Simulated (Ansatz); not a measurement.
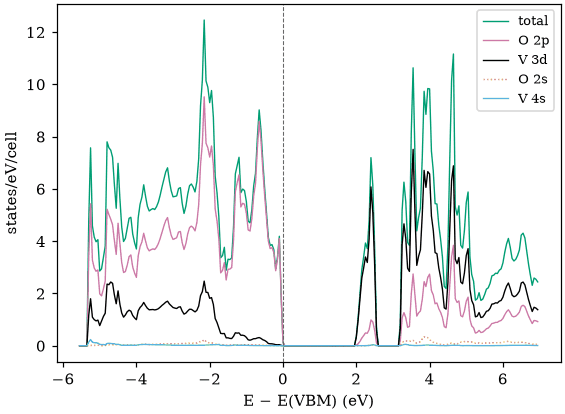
Figure. Total and projected density of states of V$_{2}$O$_{5}$ in space group C2/m (No. 12; V on 4i, O on 2d, O on 4i, O on 4i), the program Ansatz at the r²SCAN+D4 level (PAW)

Problem. Which orbitals carry the states next to the gap?

Solution. Top 1 eV of the valence band: O 2p 95 %. Bottom 1 eV of the conduction band: V 3d 86 %, O 2p 13 %. Projections are on Löwdin-orthogonalised atomic valence shells; empty p or d shells of many metals are not among them.

Problem. Where is the tallest occupied peak in this window, and what makes it?

Solution. Near -2.1 eV, about 12 states/eV per cell; the largest projected share is O 2p.

The first step of the workflow began from a Materials Project structure, measured or hypothetical; the Crystallography Open Database copy checked does not list it. COD files the formula under space group No. 31, 59, so this cell is another polymorph or a model. Whether it is the stable phase at ambient conditions was not checked. Symmetry was held in the r²SCAN+D4 relaxation; its stability against distortions is not shown here. No spin polarisation was allowed. No Hubbard U is applied.

Potentials: the later of the program's two PAW sets.
